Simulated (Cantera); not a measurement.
Feed: 1 mol SiH2Cl2, 0.029 mol Cl2, a varied amount of H2, 0.055 mol HCl, held at 1650 K and 1330 Pa.

Method: chemical equilibrium by Gibbs-energy minimisation in Cantera with the NASA 1993 tables (ideal gas, pure condensed phases). Candidate condensed phases: Si; 19 gas species. The tables' values for SiCl3, SiCl are old estimates; treat these amounts as uncertain. Kinetics and transport are ignored.

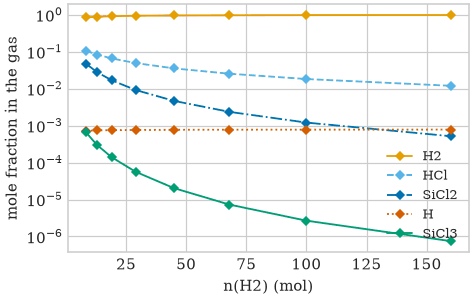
Figure: Equilibrium gas composition (values under 1e-9 drawn at 1e-9)

Q: Read off the mole fractions at 29 mol H2.

A: H2 about 0.94, HCl about 0.049, SiCl2 about 0.0092, H about 0.00076, SiCl3 about 5.6e-5.
